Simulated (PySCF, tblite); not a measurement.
# C₆H₁₀ClFSi₂: geometry, infrared bands and NMR shifts

Aim: predict the infrared bands and NMR shifts of C₆H₁₀ClFSi₂ (`CC#CC[Si@H](Cl)/C(F)=C/[SiH3]`).

Programs: tblite 0.8.0 and PySCF 2.14.0, with density-fitted response routines of our own. Each step states its level of theory. These are calculated values for one molecule in the gas phase, unless marked as measured. Atoms count from 0, in the outputs and in this text.

## 1. The starting structure

20 atoms, charge 0, multiplicity 1; geometry from: force field or distance geometry start.

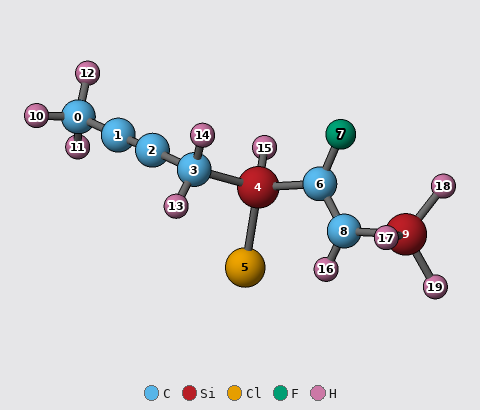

The starting geometry (carbon blue, silicon red, chlorine amber, fluorine teal, hydrogen pink), atoms numbered.

## 2. Relaxing the molecule with GFN2-xTB

Job settings and geometry (Å):

```
{"job": {"kind": "relax", "xc": "GFN2-xTB", "basis": "xTB"}, "charge": 0, "multiplicity": 1}
C     -4.841400     0.131600    -0.286900
C     -3.465400    -0.233100    -0.016100
C     -2.298300    -0.529700     0.220200
C     -0.886900    -0.864900     0.458400
Si     0.129800     0.449700    -0.382700
Cl     0.221300    -0.089000    -2.405000
C      1.784400     0.564600     0.377700
F      1.966200     1.098900     1.611600
C      2.831300     0.098300    -0.292600
Si     4.546500     0.134900     0.339400
H     -5.491200    -0.723100    -0.041500
H     -4.956200     0.363600    -1.364000
H     -5.186200     1.001600     0.349800
H     -0.723000    -1.859400     0.019400
H     -0.700900    -0.873400     1.559400
H     -0.564300     1.758700    -0.267900
H      2.638000    -0.314500    -1.271600
H      4.777100    -1.120900     1.069300
H      4.798400     1.316700     1.193200
H      5.415600     0.202800    -0.873100
```

Command:

```
$ OMP_NUM_THREADS=1 python probes_run.py task.json out
```

One launch serves the whole session: the jobs run in the order shown.

The program printed:

```text
step      E/eV     max force
  0    -833.13942    2.805
  1    -833.15015    7.312
  2    -833.37160    1.322
  3    -833.40998    0.852
  4    -833.43880    0.442
  5    -833.46144    0.390
  6    -833.47965    0.348
  7    -833.49528    0.284
  8    -833.50524    0.289
  9    -833.51472    0.222
 10    -833.52251    0.219
 11    -833.52842    0.169
 12    -833.53260    0.166
 13    -833.53610    0.157
 14    -833.53938    0.162
 15    -833.54233    0.150
 16    -833.54495    0.118
 17    -833.54758    0.125
 18    -833.55028    0.125
 19    -833.55261    0.098
 20    -833.55439    0.099
 21    -833.55586    0.095
 22    -833.55732    0.087
 23    -833.55883    0.088
 24    -833.56024    0.090
 25    -833.56140    0.075
 26    -833.56229    0.065
 27    -833.56304    0.066
 28    -833.56377    0.064
 29    -833.56459    0.081
 30    -833.56542    0.071
 31    -833.56621    0.072
 32    -833.56710    0.072
 33    -833.56825    0.109
 34    -833.56962    0.126
 35    -833.57072    0.085
 36    -833.57124    0.043
 37    -833.57147    0.038
 38    -833.57171    0.058
 39    -833.57208    0.077
 40    -833.57254    0.069
 41    -833.57298    0.045
 42    -833.57336    0.043
 43    -833.57376    0.065
 44    -833.57419    0.071
 45    -833.57457    0.046
 46    -833.57482    0.033
 47    -833.57501    0.035
 48    -833.57522    0.043
 49    -833.57547    0.038
 50    -833.57571    0.037
 51    -833.57593    0.030
 52    -833.57615    0.049
 53    -833.57640    0.055
 54    -833.57663    0.042
 55    -833.57684    0.033
 56    -833.57708    0.039
 57    -833.57739    0.061
 58    -833.57774    0.063
 59    -833.57802    0.036
 60    -833.57823    0.033
 61    -833.57844    0.040
 62    -833.57871    0.057
 63    -833.57898    0.049
 64    -833.57916    0.030
 65    -833.57929    0.029
 66    -833.57943    0.046
 67    -833.57963    0.055
 68    -833.57986    0.042
 69    -833.58006    0.033
 70    -833.58025    0.038
 71    -833.58050    0.064
 72    -833.58084    0.074
 73    -833.58118    0.050
 74    -833.58141    0.032
 75    -833.58158    0.036
 76    -833.58178    0.062
 77    -833.58203    0.072
 78    -833.58229    0.052
 79    -833.58250    0.031
 80    -833.58269    0.038
 81    -833.58293    0.052
 82    -833.58323    0.062
 83    -833.58345    0.040
 84    -833.58358    0.038
 85    -833.58367    0.030
 86    -833.58377    0.023
 87    -833.58384    0.019
 88    -833.58392    0.022
 89    -833.58398    0.019
 90    -833.58405    0.019
 91    -833.58412    0.021
 92    -833.58421    0.024
 93    -833.58429    0.024
 94    -833.58437    0.027
 95    -833.58446    0.025
 96    -833.58456    0.021
 97    -833.58467    0.024
 98    -833.58479    0.027
 99    -833.58492    0.029
100    -833.58504    0.022
101    -833.58514    0.020
102    -833.58521    0.017
103    -833.58527    0.019
104    -833.58530    0.054
105    -833.58536    0.029
106    -833.58541    0.035
107    -833.58551    0.020
108    -833.58556    0.020
109    -833.58561    0.018
110    -833.58564    0.015
111    -833.58568    0.017
112    -833.58572    0.015
113    -833.58574    0.008
```

It took 4.9 s on 1 thread of Intel Xeon at 2.50GHz, shared host; peak memory 0.18 GiB.

Along the way: (not every step is listed)

| step | energy from step 0 (eV) | largest force (eV/Å) |
| --- | --- | --- |
| 0 | 0.0000 | 2.8054 |
| 1 | -0.0107 | 7.3116 |
| 2 | -0.2322 | 1.3216 |
| 3 | -0.2706 | 0.8517 |
| 4 | -0.2994 | 0.4420 |
| 5 | -0.3220 | 0.3901 |
| 6 | -0.3402 | 0.3483 |
| 7 | -0.3559 | 0.2837 |
| 8 | -0.3658 | 0.2892 |
| 18 | -0.4109 | 0.1249 |
| 28 | -0.4244 | 0.0637 |
| 38 | -0.4323 | 0.0583 |
| 48 | -0.4358 | 0.0426 |
| 58 | -0.4383 | 0.0631 |
| 68 | -0.4404 | 0.0423 |
| 78 | -0.4429 | 0.0522 |
| 88 | -0.4445 | 0.0222 |
| 98 | -0.4454 | 0.0272 |
| 108 | -0.4461 | 0.0198 |
| 109 | -0.4462 | 0.0175 |
| 110 | -0.4462 | 0.0153 |
| 111 | -0.4463 | 0.0175 |
| 112 | -0.4463 | 0.0154 |
| 113 | -0.4463 | 0.0083 |

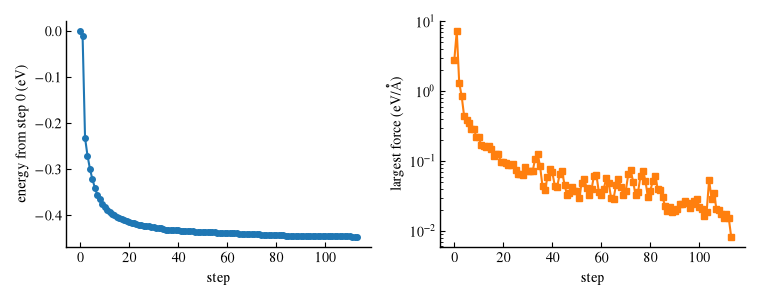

Energy and largest force along the relaxation.

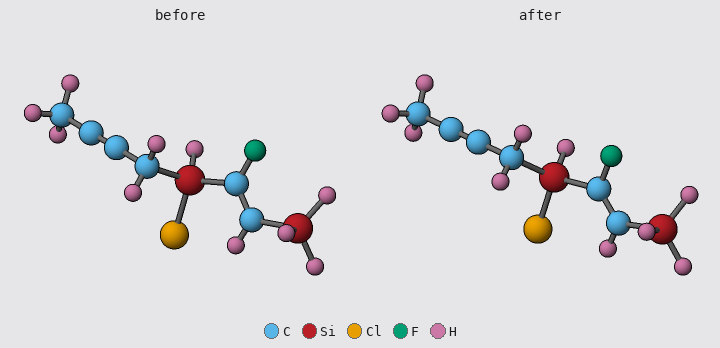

Before and after, at one scale.

Distances of close pairs at the start and the end, largest changes first:

| bond | before (Å) | after (Å) | change (Å) |
| --- | --- | --- | --- |
| Si4–C6 | 1.825 | 1.900 | +0.075 |
| Si4–Cl5 | 2.095 | 2.021 | -0.074 |
| C8–Si9 | 1.828 | 1.887 | +0.059 |
| C3–Si4 | 1.863 | 1.913 | +0.051 |
| C0–H12 | 1.132 | 1.090 | -0.042 |
| Si9–H19 | 1.493 | 1.464 | -0.029 |
| C1–C2 | 1.227 | 1.198 | -0.029 |
| Si4–H15 | 1.486 | 1.462 | -0.024 |

The final coordinates are the input of the step that follows.

## 3. Harmonic vibrations with GFN2-xTB

Job settings and geometry (Å):

```
{"job": {"kind": "ir", "xc": "GFN2-xTB", "basis": "xTB"}, "charge": 0, "multiplicity": 1}
C     -4.978393    -0.058209    -0.274487
C     -3.571029    -0.249746     0.005986
C     -2.409239    -0.417477     0.247821
C     -1.001423    -0.604447     0.527969
Si     0.094893     0.612944    -0.460520
Cl     0.119400     0.114662    -2.419178
C      1.872229     0.457004     0.192479
F      1.959377     0.722695     1.531772
C      2.989618     0.141450    -0.450494
Si     4.683925     0.024742     0.373045
H     -5.538856    -0.957972    -0.020450
H     -5.121063     0.158886    -1.333095
H     -5.365195     0.774803     0.312478
H     -0.728051    -1.636835     0.288264
H     -0.832945    -0.463893     1.598478
H     -0.370878     1.991767    -0.319234
H      2.888715    -0.063235    -1.505229
H      4.749201    -1.239437     1.111115
H      4.862716     1.157278     1.279330
H      5.691851     0.048419    -0.689087
```

The program printed:

```text
mode    cm-1     km/mol
  1      11.8      0.08
  2      18.4      0.35
  3      24.8      0.93
  4      26.1      0.41
  5      44.3      1.02
  6      75.2      1.55
  7      97.9      1.25
  8     134.0      1.49
  9     150.5      4.36
 10     182.0      9.46
 11     220.2      2.21
 12     242.6      7.77
 13     255.1      3.76
 14     299.5      0.05
 15     325.2      3.00
 16     395.2      8.49
 17     441.3     19.05
 18     493.4     20.34
 19     527.7     75.60
 20     562.6     83.66
 21     609.7    151.05
 22     644.3    226.17
 23     708.4     81.92
 24     743.2     36.79
 25     764.2     58.72
 26     768.3    140.54
 27     776.0    148.09
 28     781.9    142.88
 29     790.4    530.55
 30     809.0     27.66
 31     819.3     20.97
 32    1024.6    100.01
 33    1025.0     40.02
 34    1027.8      7.11
 35    1115.0      3.58
 36    1189.0      7.11
 37    1222.3     27.74
 38    1238.0     94.73
 39    1392.1      2.62
 40    1422.7      5.46
 41    1459.2      4.46
 42    1460.2      4.47
 43    1637.7     42.90
 44    2251.1    281.07
 45    2260.4    371.96
 46    2260.9    154.52
 47    2286.8    263.86
 48    2417.5      0.44
 49    2934.4     29.55
 50    2959.6     24.24
 51    2998.4     26.61
 52    2999.5     25.18
 53    3007.7     37.81
 54    3084.1     17.32
```

Run time: 4.5 s. Hardware: 1 thread of Intel Xeon at 2.50GHz, shared host; peak memory 0.18 GiB.

Which atoms move in the most intense modes:

| cm⁻¹ | km/mol | atoms |
| --- | --- | --- |
| 610 | 151.1 | H15 86 % |
| 644 | 226.2 | H15 77 % |
| 776 | 148.1 | H19 46 %, H17 31 % |
| 790 | 530.5 | H19 25 %, Si9 22 %, H18 17 %, C8 13 % |
| 2251 | 281.1 | H17 95 % |
| 2260 | 372.0 | H19 78 %, H15 18 % |
| 2261 | 154.5 | H15 78 %, H19 18 % |
| 2287 | 263.9 | H18 96 % |

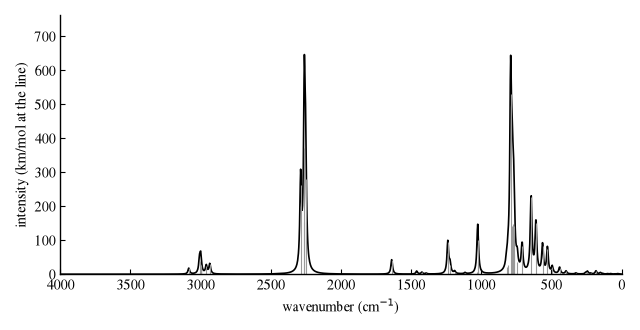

The infrared spectrum from these modes, unscaled. Lines are broadened to a width of 14 cm⁻¹ (Lorentzian).

## 4. NMR shieldings: PBE0/pcSseg-1

Same as in step 3 but for these lines:

```diff
@@ -1,2 +1,2 @@
-{"job": {"kind": "ir", "xc": "GFN2-xTB", "basis": "xTB"}, "charge": 0, "multiplicity": 1}
+{"job": {"kind": "nmr", "xc": "PBE0", "basis": "pcSseg-1"}, "charge": 0, "multiplicity": 1}
 C     -4.978393    -0.058209    -0.274487
```

With the program's defaults for keys left out, this is: GIAO PBE0/pcSseg-1 NMR shielding, non-relativistic, gas phase.

The program printed:

```text
coarse grid: 18680 points
cycle   1  E = -1372.6500669880  dE =  1.070e+00  |g| = 6.175e-01  |ddm| = 4.581e+00
cycle   2  E = -1372.6025084521  dE =  4.756e-02  |g| = 7.911e-01  |ddm| = 1.384e+00
cycle   3  E = -1372.7317884877  dE = -1.293e-01  |g| = 1.370e-01  |ddm| = 7.997e-01
cycle   4  E = -1372.7358679303  dE = -4.079e-03  |g| = 5.425e-02  |ddm| = 1.692e-01
cycle   5  E = -1372.7364904599  dE = -6.225e-04  |g| = 2.248e-02  |ddm| = 5.556e-02
cycle   6  E = -1372.7365916357  dE = -1.012e-04  |g| = 6.092e-03  |ddm| = 2.189e-02
cycle   7  E = -1372.7365990699  dE = -7.434e-06  |g| = 2.726e-03  |ddm| = 6.409e-03
final grid: 168176 points
cycle   8  E = -1372.8020412888  dE = -3.978e-05  |g| = 8.037e-03  |ddm| = 5.024e-02
cycle   9  E = -1372.8020243940  dE =  1.689e-05  |g| = 1.152e-02  |ddm| = 1.679e-02
cycle  10  E = -1372.8020548681  dE = -3.047e-05  |g| = 2.683e-03  |ddm| = 1.014e-02
cycle  11  E = -1372.8020565550  dE = -1.687e-06  |g| = 5.304e-04  |ddm| = 2.297e-03
cycle  12  E = -1372.8020566077  dE = -5.270e-08  |g| = 2.140e-04  |ddm| = 5.510e-04
cycle  13  E = -1372.8020566183  dE = -1.061e-08  |g| = 5.087e-05  |ddm| = 2.085e-04
cycle  14  E = -1372.8020566189  dE = -5.307e-10  |g| = 2.186e-05  |ddm| = 5.907e-05
converged SCF energy = -1372.8020566189

GIAO shielding tensors (ppm)
atom      isotropic    diamagn.    paramagn.     s11        s22        s33       span
  0 C      182.090     253.553     -71.463    174.338    174.751    197.181     22.843
  1 C      103.588     269.674    -166.085     17.145     20.766    272.854    255.710
  2 C      108.367     259.632    -151.265     23.043     26.757    275.300    252.256
  3 C      176.371     258.866     -82.494    168.981    175.178    184.954     15.972
  4 Si     361.573     881.408    -519.836    313.905    370.265    400.547     86.642
  5 Cl     987.755    1151.272    -163.517    954.446    988.768   1020.051     65.604
  6 C       -0.759     261.200    -261.959   -120.204     56.235     61.693    181.897
  7 F      254.996     476.635    -221.639    114.881    256.721    393.386    278.504
  8 C       66.758     261.043    -194.285    -61.366     89.643    171.997    233.363
  9 Si     439.838     878.640    -438.803    427.670    430.719    461.124     33.453
 10 H       29.720      26.171       3.549     24.394     27.790     36.975     12.581
 11 H       29.711      29.866      -0.154     24.207     28.551     36.375     12.168
 12 H       29.748      28.313       1.435     24.458     28.026     36.759     12.301
 13 H       29.706      32.195      -2.489     24.977     29.330     34.810      9.833
 14 H       29.541      32.133      -2.593     22.957     29.751     35.915     12.958
 15 H       26.451      30.350      -3.898     23.808     24.017     31.529      7.721
 16 H       25.680      34.016      -8.336     22.495     22.926     31.618      9.122
 17 H       27.425      27.623      -0.198     23.801     25.977     32.496      8.695
 18 H       27.281      27.424      -0.143     23.521     26.572     31.750      8.229
 19 H       27.806      26.880       0.926     24.276     26.136     33.005      8.730
```

Run time: 2.4 min. Hardware: 1 thread of Intel Xeon at 2.50GHz, shared host; peak memory 1.1 GiB.

The references, computed at this level on geometries of the same kind, shield at (ppm): ¹H TMS 31.72, ¹³C TMS 186.9, ²⁹Si TMS 349.2, ¹⁹F CFCl3 170.9, ³⁵Cl HCl 950. Their shielding less the atom's gives the shift. The references are single molecules in the gas phase, so shifts against H2O, NH3, PH3, H3PO4 or CFCl3 are not on the usual liquid scales and can be off by tens of ppm. Atoms listed in one row are averaged.

| atoms | environment | σ (ppm) | δ (ppm) | δ scaled to CDCl3 |
| --- | --- | --- | --- | --- |
| C6 | fully substituted alkene carbon | -0.8 | 187.7 | 181.3 |
| C8 | alkene CH | 66.8 | 120.2 | 115.4 |
| C1 | alkyne carbon | 103.6 | 83.3 | 79.4 |
| C2 | alkyne carbon | 108.4 | 78.6 | 74.8 |
| C3 | propargylic sp3 CH2 bonded to Si | 176.4 | 10.6 | 8.4 |
| C0 | propargylic methyl carbon | 182.1 | 4.8 | 2.8 |
| H16 | hydrogen on an alkene CH | 25.68 | 6.04 | 5.80 |
| H15 | hydrogen on a silicon bonded to 2 C, Cl | 26.45 | 5.27 | – |
| H17, H18, H19 | hydrogen on a silicon bonded to C | 27.50 | 4.21 | – |
| H14 | hydrogen on a propargylic sp3 CH2 bonded to Si | 29.54 | 2.18 | 2.16 |
| H13 | hydrogen on a propargylic sp3 CH2 bonded to Si | 29.71 | 2.01 | 2.00 |
| H10, H11, H12 | hydrogen on a propargylic methyl carbon | 29.73 | 1.99 | 1.98 |
| Si4 | silicon bonded to 2 C, Cl, H | 361.6 | -12.4 | – |
| Si9 | silicon bonded to C, 3 H | 439.8 | -90.7 | – |
| Cl5 | chlorine bonded to Si | 988 | -38 | – |
| F7 | vinylic fluorine | 255.0 | -84.1 | – |

The scaled column applies a straight-line fit of computed shieldings to shifts measured in CDCl3, with any fitted terms for Cl, Br or S neighbours, and one for carbons that bear F (root-mean-square error 0.16 ppm for H, 1.9 ppm for C).

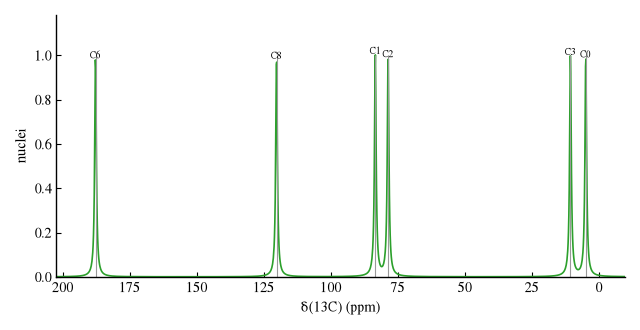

¹³C lines at the computed shifts, without couplings. Lines are broadened to a width of 0.73 ppm (Lorentzian).

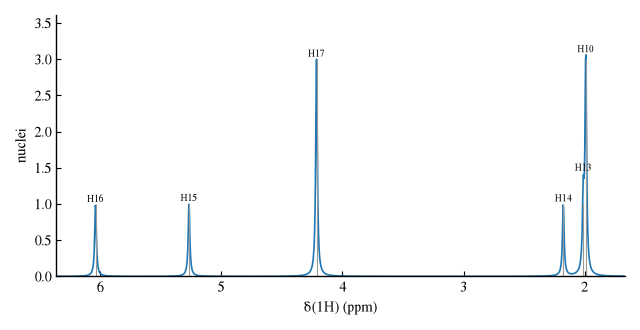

¹H lines at the computed shifts, without couplings. Lines are broadened to a width of 0.02 ppm (Lorentzian).

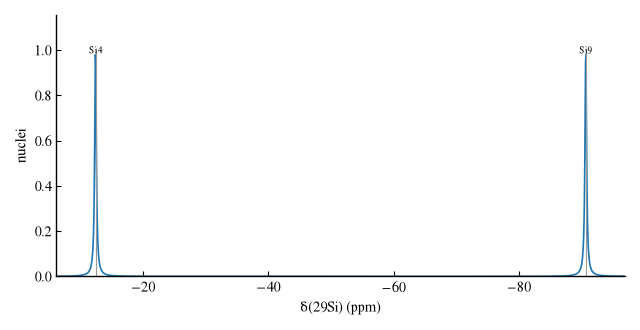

²⁹Si lines at the computed shifts, without couplings. Lines are broadened to a width of 0.31 ppm (Lorentzian).

Charges from the same density, by scheme (e):

| atoms | Mulliken | IAO | Hirshfeld | ESP fit |
| --- | --- | --- | --- | --- |
| C0 | -0.19 | -0.43 | -0.10 | -0.54 |
| C1 | -0.28 | -0.06 | -0.06 | 0.12 |
| C2 | -0.08 | -0.08 | -0.08 | -0.27 |
| C3 | -0.50 | -0.56 | -0.14 | -0.17 |
| Si4 | 0.89 | 0.95 | 0.37 | 0.28 |
| Cl5 | -0.31 | -0.30 | -0.10 | -0.15 |
| C6 | 0.00 | 0.02 | -0.01 | 0.06 |
| F7 | -0.29 | -0.28 | -0.08 | -0.14 |
| C8 | -0.47 | -0.47 | -0.17 | -0.34 |
| Si9 | 0.55 | 0.61 | 0.31 | 0.40 |

ESP fit charges:

C0 -0.54; C1 0.12; C2 -0.27; C3 -0.17; Si4 0.28; Cl5 -0.15; C6 0.06; F7 -0.14; C8 -0.34; Si9 0.40; H10 0.18; H11 0.19; H12 0.18; H13 0.13; H14 0.14; H15 0.00; H16 0.17; H17 -0.09; H18 -0.08; H19 -0.09

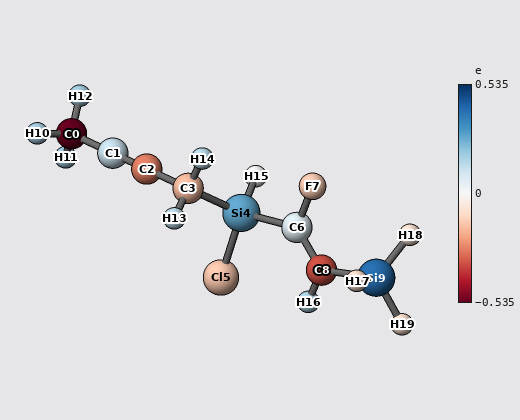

ESP fit charges, as colours on the atoms.

Mayer bond orders: C0–C1 1.23, C1–C2 2.57, C2–C3 1.15, C3–Si4 0.89, Si4–Cl5 1.01, Si4–C6 0.84, C6–F7 0.88, C6–C8 1.84, C8–Si9 0.86.

## 5. Summary of results

```
                                                              quantity                                    value
                             strongest single infrared mode (GFN2-xTB)                     790 cm⁻¹, 531 km/mol
                                          zero-point energy (GFN2-xTB)                            82.1 kcal/mol
                                ¹³C shifts against TMS (PBE0/pcSseg-1)  187.7, 120.2, 83.3, 78.6, 10.6, 4.8 ppm
¹H shifts against TMS (PBE0/pcSseg-1, means over atoms taken as alike)   6.04, 5.27, 4.21, 2.18, 2.01, 1.99 ppm
                               ²⁹Si shifts against TMS (PBE0/pcSseg-1)                         -12.4, -90.7 ppm
                               ³⁵Cl shifts against HCl (PBE0/pcSseg-1)                                  -38 ppm
                              ¹⁹F shifts against CFCl3 (PBE0/pcSseg-1)                                -84.1 ppm
```

In words: Over 113 steps the energy fell by 0.446 eV; of the close pairs, Si4–C6 changed most, 1.825 to 1.900 Å. No mode is imaginary among the 54: a minimum at this level. The strongest single mode, at 790 cm⁻¹, is spread over several atoms, H19, Si9, H18, C8 among them. GFN2-xTB is a fitted tight-binding method: band positions and strengths are rough. Its intensities can rank the bands wrongly. The most deshielded hydrogen is H16 (hydrogen on an alkene CH), at 6.04 ppm: attached to an sp2 carbon and in the plane of the double bond. At PBE0/pcSseg-1: The widest tensor belongs to F7: span 279 ppm, with a paramagnetic part of -222 ppm.
